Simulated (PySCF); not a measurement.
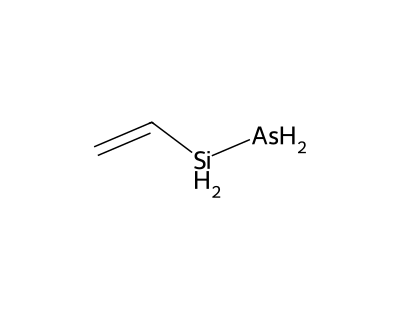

(Drawn from a calculation with PySCF.)

A structural formula.

Question: Write the SMILES.

Answer: C=C[SiH2][AsH2]

Question: What is the molecular formula?

Answer: C2H7AsSi.

Question: An optimisation with PBE0-D3(BJ)/def2-SVP gave a structure of which point group?

Answer: C1. Other conformers may differ.
